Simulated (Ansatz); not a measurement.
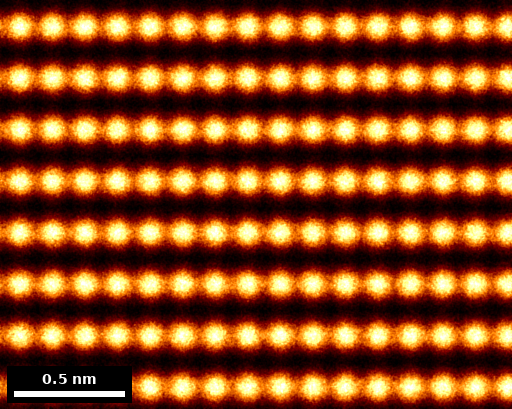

Z-contrast image of a crystal. The image is simulated as a sum over atoms of Z^1.8, blurred by a 1.06 Å probe (no channelling). Shot noise was added.

**Measure the repeat of the pattern.**

The pattern repeats on a rectangular net of 1.5 × 2.3 Å.

**What is the plane group of the image?**

p2mm: mirror lines in two perpendicular directions, with twofold points where they cross.

**How many columns does the smallest repeating cell hold, and how many levels of brightness?**

1 column in the primitive cell of 3.4 Å², all of one brightness.

The crystal is Ti (P6_3/mmc, No. 194) seen along [210]. Structure used: coordinates from a relaxation at fixed volume with Ansatz 0.2.0, DFT r2SCAN, scalar-relativistic, plane waves, PAW.
